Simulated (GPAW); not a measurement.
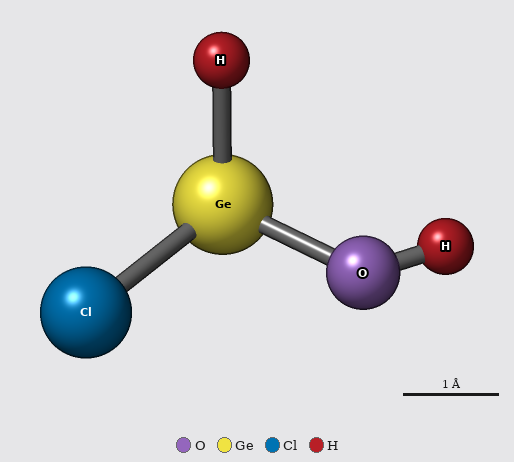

Fig. 1: The input geometry (ball-and-stick view, seen on its broad side). Sticks mark near contacts.

# GeH₂ClO: property calculation

System: GeH₂ClO, multiplicity 2.
Method: PBE/real-space grid, UKS, scalar-relativistic datasets (GPAW 26.7.0).

The geometry comes from this level: GFN2-xTB.

The input (gs.py)
```python
import numpy as np
from ase import Atoms
from ase.units import Bohr, Debye
from gpaw import GPAW

positions_bohr = np.array(
              [[ -1.771769,  -0.498566,  -1.177526],
               [  0.307723,   0.080805,   1.406504],
               [  3.003474,  -2.831906,   0.657492],
               [ -3.263236,   0.484393,  -1.420677],
               [  1.723808,   2.765274,   0.534226]])
atoms = Atoms(['O', 'Ge', 'Cl', 'H', 'H'], positions=positions_bohr * Bohr)
atoms.center(vacuum=4.5)
atoms.set_initial_magnetic_moments([0.333333, 0.333333, 0.333333, 0.0, 0.0])

calc = GPAW(mode='fd',
            symmetry='off',
            xc='PBE',
            maxiter=150,
            h=0.18,
            occupations={'name': 'fermi-dirac', 'width': 0.0, 'fixmagmom': True},
            txt='-')
atoms.calc = calc

energy = atoms.get_potential_energy()
print(f'Energy = {energy:.5f} eV')
forces = atoms.get_forces()
print('Forces (eV/Ang)')
for symbol, f in zip(atoms.symbols, forces):
    print(f'{symbol:2} {f[0]:9.4f} {f[1]:9.4f} {f[2]:9.4f}')
dipole = atoms.get_dipole_moment() / Debye
print(f'Dipole: {np.linalg.norm(dipole):.3f} D')
print('Moments:', atoms.get_magnetic_moments().round(3))
```

Run as:
```bash
python gs.py
```

Output
```
__  _  _
 | _ |_)|_||  |
 |__||  | ||/\| - 26.7.0

units:  Angstrom and eV
cores:  1
OpenMP: False

Versions:
  Python: 3.12.14
  ASE:    3.29.0
  Numpy:  2.5.5
  Scipy:  1.18.1
  Libxc:  7.0.0

        _gpaw.cpython-312-aarch64-linux-gnu.so

Input parameters:
  mode=FD(),
  h=0.18,
  maxiter=150,
  occupations=Occupations(name='fermi-dirac', width=0.0, fixmagmom=True),
  symmetry=Symmetry(point_group=False, time_reversal=False),
  xc=XC(name='PBE')

Diagonalizing LCAO Hamiltonian
Converting LCAO to fd mode
        .-----------------------------.
       /|                             |
      / |                             |
     /  |                             |
    /   |                             |
   /    |                             |
  /     |                             |
 *      |                             |
 |      |                             |
 |      |           Ge H              |
 |      |              Cl             |
 |      |       HO                    |
 |      |                             |
 |      .-----------------------------.
 |     /                             /
 |    /                             /
 |   /                             /
 |  /                             /
 | /                             /
 |/                             /
 *-----------------------------*

Atoms  # Å, Bohr magnetons
|   | symbol |        x |        y |        z |    initial magnetic moments |
|---|--------|----------|----------|----------|-----------------------------|
| 0 |      O | 5.289250 | 5.734750 | 4.628670 | ( 0.0000,  0.0000,  0.3333) |
| 1 |     Ge | 6.389670 | 6.041340 | 5.996080 | ( 0.0000,  0.0000,  0.3333) |
| 2 |     Cl | 7.816200 | 4.500000 | 5.599720 | ( 0.0000,  0.0000,  0.3333) |
| 3 |      H | 4.500000 | 6.254910 | 4.500000 | ( 0.0000,  0.0000,  0.0000) |
| 4 |      H | 7.139030 | 7.461900 | 5.534490 | ( 0.0000,  0.0000,  0.0000) |

Unit cell  # Å
| periodic |         x |         y |         z |   lengths |    angles |
|----------|-----------|-----------|-----------|-----------|-----------|
|       no | 12.316200 |  0.000000 |  0.000000 | 12.316200 | 90.000000 |
|       no |  0.000000 | 11.961900 |  0.000000 | 11.961900 | 90.000000 |
|       no |  0.000000 |  0.000000 | 10.496080 | 10.496080 | 90.000000 |

Number of symmetries: 1
Symmetry operations  # r_c * U_cc + t_c -> r_c
|   | kind |            matrix            |
|---|------|------------------------------|
| 0 |  E   |  1, 0, 0,  0, 1, 0,  0, 0, 1 |

BZ-sampling:
  Number of BZ points: 1
  Number of IBZ points: 1

  Monkhorst-Pack size: [1, 1, 1]
  Monkhorst-Pack shift: [0, 0, 0]

K-points  # in reciprocal-cell coordinates
|   |                                coordinates |     weight |
|---|--------------------------------------------|------------|
| 0 | (  0.00000000,   0.00000000,   0.00000000) | 1.00000000 |

Uniform wave function grid shape: (np.int64(67), np.int64(67), np.int64(59))
Spin-components: 2 (collinear spins)
Bands:           14
Projectors:      21
Spin-degeneracy: 1
Datatype:        float64

  Storage: CPU
  Wave functions: 59_326_624 bytes (59_326_624 per core)

Parallelization:
  kpt:    1
  domain: 1
  band:   1

Density:
  Valence electrons: 19.0
  Components: 2
  Grid points: [68 68 60]
  Charge: 0.0  # |e|

Potential:
  Grid points: [68 68 60]

species:
  O:
    name:    Oxygen
    Z:       8.0
    valence: 6
    core:    2
    charge:  0.0  # [|e|]
    file:    O.PBE.gz
    compensation charges:
      type: gauss
      rc: 0.21  # [Å]
      lmax: 2
    cutoffs:
      filter: 1.17  # [Å]
      core: 0.83  # [Å]
    projectors
    | kind |    occ | energy [eV] | rcut [Å] |
    |------|--------|-------------|----------|
    |   2s |  2.000 |     -23.961 |    0.688 |
    |   2p |  4.000 |      -9.029 |    0.598 |
    |    s |        |       3.251 |    0.688 |
    |    p |        |      18.182 |    0.598 |
    |    d |        |       0.000 |    0.619 |

    Using partial waves for O as LCAO basis

  Ge:
    name:    Germanium
    Z:       32.0
    valence: 4
    core:    28
    charge:  0.0  # [|e|]
    file:    Ge.PBE.gz
    compensation charges:
      type: gauss
      rc: 0.32  # [Å]
      lmax: 2
    cutoffs:
      filter: 1.77  # [Å]
      core: 3.42  # [Å]
    projectors
    | kind |    occ | energy [eV] | rcut [Å] |
    |------|--------|-------------|----------|
    |   4s |  2.000 |     -11.726 |    1.005 |
    |   4p |  2.000 |      -3.896 |    1.005 |
    |    s |        |      15.485 |    1.005 |
    |    p |        |      23.315 |    1.005 |
    |    d |        |       0.000 |    1.005 |

    Using partial waves for Ge as LCAO basis

  Cl:
    name:    Chlorine
    Z:       17.0
    valence: 7
    core:    10
    charge:  0.0  # [|e|]
    file:    Cl.PBE.gz
    compensation charges:
      type: gauss
      rc: 0.25  # [Å]
      lmax: 2
    cutoffs:
      filter: 1.40  # [Å]
      core: 1.49  # [Å]
    projectors
    | kind |    occ | energy [eV] | rcut [Å] |
    |------|--------|-------------|----------|
    |   3s |  2.000 |     -20.689 |    0.794 |
    |   3p |  5.000 |      -8.594 |    0.794 |
    |    s |        |       6.523 |    0.794 |
    |    p |        |      18.617 |    0.794 |
    |    d |        |       0.000 |    0.794 |

    Using partial waves for Cl as LCAO basis

  H:
    name:    Hydrogen
    Z:       1.0
    valence: 1
    core:    0
    charge:  0.0  # [|e|]
    file:    H.PBE.gz
    compensation charges:
      type: gauss
      rc: 0.15  # [Å]
      lmax: 2
    cutoffs:
      filter: 0.85  # [Å]
      core: 0.53  # [Å]
    projectors
    | kind |    occ | energy [eV] | rcut [Å] |
    |------|--------|-------------|----------|
    |   1s |  1.000 |      -6.494 |    0.476 |
    |    s |        |      20.717 |    0.476 |
    |    p |        |       0.000 |    0.476 |

    Using partial waves for H as LCAO basis

Reference energy: -71718.419874  # eV

eigensolver:
  PPCG
  Converge bands: occupied
  niter=2

density mixing:
  MSR1-Mixer
  Pratt-step length: 0.05
  Maximum mixing coefficient: 0.75
  Old densities: 10
  SVD Regularization: 0.005
  Good broyden scale: 1.0
  Trust region scale: 1.0
  Backstep threshold: 4.0
  History deletion threshold: 6.0
  Fourier metric: weight=20.0, sigma=0.015

occupation numbers:
  Fixed magnetic moment: 1.000
  # Zero width

FastPoissonSolver using
    Stencil: 6*3+1=19 point O(h^6) finite-difference Laplacian
    FFT axes: []
    FST axes: [np.int64(2), np.int64(0), np.int64(1)]

xc functional:
  name: PBE with 2 nearest neighbor stencil
interpolation: tri-quintic # 5. degree polynomial

Initialization done in: 2.245 s

convergence criteria:
- Maximum [total energy] change in last 3 cyles: 0.0005 eV / valence electron
- Maximum integral of absolute [dens]ity change: 0.0001 electrons / valence electron
- Maximum integral of absolute [eigenst]ate change: 4e-08 eV^2 / valence electron
maximum number of iterations: 150

SCF iterations
|iter     |     time |      energy | eigst |  dens |  magmom |
|---------|----------|-------------|-------|-------|---------|
|iter:   1| 00:00:03 |  -22.248469 | +0.84 |       |  +0.9950|
|iter:   2| 00:00:05 |  -21.718703 | -0.15 | -0.66 |  +0.9953|
|iter:   3| 00:00:07 |  -20.288032 | +0.23 | -0.70 |  +0.9977|
|iter:   4| 00:00:09 |  -20.290431 | -0.33 | -1.12 |  +0.9987|
|iter:   5| 00:00:11 |  -20.298099 | -1.28 | -1.35 |  +0.9996|
|iter:   6| 00:00:14 |  -20.302157 | -1.87 | -1.82 |  +0.9999|
|iter:   7| 00:00:16 |  -20.302852c| -2.80 | -2.32 |  +1.0000|
|iter:   8| 00:00:18 |  -20.303104c| -3.22 | -2.67 |  +1.0000|
|iter:   9| 00:00:20 |  -20.303137c| -3.80 | -3.18 |  +1.0000|
|iter:  10| 00:00:22 |  -20.303143c| -4.55 | -3.58 |  +1.0000|
|iter:  11| 00:00:24 |  -20.303144c| -5.12 | -4.01c|  +1.0000|
|iter:  12| 00:00:27 |  -20.303144c| -5.98 | -4.51c|  +1.0000|
|iter:  13| 00:00:29 |  -20.303144c| -6.45 | -4.89c|  +1.0000|
|iter:  14| 00:00:31 |  -20.303144c| -7.20 | -5.24c|  +1.0000|
|iter:  15| 00:00:33 |  -20.303144c| -7.54c| -5.47c|  +1.0000|

Converged in 15 steps
SCF loop duration: 30.784 s (2.052 s/step)
Energy contributions relative to reference atoms: (reference = -71718.419874)

Energy contributions:
  Kinetic:          30.060043
  Coulomb:         -31.288273
  Zero:              0.642612
  External:          0.000000
  Xc:              -19.717527
  Entropy:           0.000000
  Spinorbit:         0.000000
  ----------------------------
  Free energy:     -20.303144
  Extrapolated:    -20.303144

dipole moment: (-0.360305, 0.421570, 0.181483)  # |e|*Ang

Total magnetic moment: (0.000000, 0.000000, 0.999999)

Local magnetic moments
|        x |        y |         z |
|----------|----------|-----------|
| 0.000000 | 0.000000 |  0.086539 |  # O    0
| 0.000000 | 0.000000 |  0.170911 |  # Ge   1
| 0.000000 | 0.000000 |  0.052829 |  # Cl   2
| 0.000000 | 0.000000 | -0.000720 |  # H    3
| 0.000000 | 0.000000 |  0.071695 |  # H    4

Fermi levels: -5.820, -4.729
Eigenvalues  # (at kpt = [0.000, 0.000, 0.000])
| band index |      eig [eV] | occ [0-1] |      eig [eV] | occ [0-1] |
|------------|---------------|-----------|---------------|-----------|
|          0 |       -25.103 |     1.000 |       -24.912 |     1.000 |
|          1 |       -20.576 |     1.000 |       -20.463 |     1.000 |
|          2 |       -14.412 |     1.000 |       -14.203 |     1.000 |
|          3 |       -11.527 |     1.000 |       -11.255 |     1.000 |
|          4 |        -9.701 |     1.000 |        -9.493 |     1.000 |
|          5 |        -9.189 |     1.000 |        -8.782 |     1.000 |
|          6 |        -8.066 |     1.000 |        -7.934 |     1.000 |
|          7 |        -7.864 |     1.000 |        -7.701 |     1.000 |
|          8 |        -7.773 |     1.000 |        -7.578 |     1.000 |
|          9 |        -5.820 |     1.000 |        -4.729 |     0.000 |
|         10 |        -1.345 |     0.000 |        -1.099 |     0.000 |
|         11 |        -0.864 |     0.000 |        -0.632 |     0.000 |
|         12 |        -0.458 |     0.000 |        -0.119 |     0.000 |
|         13 |         0.189 |     0.000 |         0.478 |     0.000 |

Gap: 1.758 eV
Transition (v -> c):
  (s=1, k=0, n=8, [0.00, 0.00, 0.00]) -> (s=0, k=0, n=9, [0.00, 0.00, 0.00])
No difference between direct/indirect transitions
vacuum-level: 0.000  # V
Energy = -20.30314 eV

Forces  # eV/Ang
|        x |        y |        z |
|----------|----------|----------|
|  0.09063 | -0.97489 | -0.59726 |  # O    0
|  0.29940 |  1.48115 |  0.04534 |  # Ge   1
|  0.55423 | -0.56147 |  0.01584 |  # Cl   2
| -0.68066 |  0.64832 |  0.12467 |  # H    3
| -0.28760 | -0.58035 |  0.44861 |  # H    4

Force computation time: 0.087  # s
Forces (eV/Ang)
O     0.0906   -0.9749   -0.5973
Ge    0.2994    1.4811    0.0453
Cl    0.5542   -0.5615    0.0158
H    -0.6807    0.6483    0.1247
H    -0.2876   -0.5803    0.4486
Dipole: 2.803 D
Moments: [ 0.087  0.171  0.053 -0.001  0.072]
```

Key numbers

| quantity | value |
| --- | --- |
| outcome | converged |
| energy relative to the program's reference atoms | −20.3031 eV |
| largest force | 1.512 eV/Å |
| dipole moment | 2.80 D |
| hardware | 1 thread of Arm Neoverse V2, 24 GiB of memory available, shared host |
| wall time | 34 s |
| peak memory | 0.93 GiB |
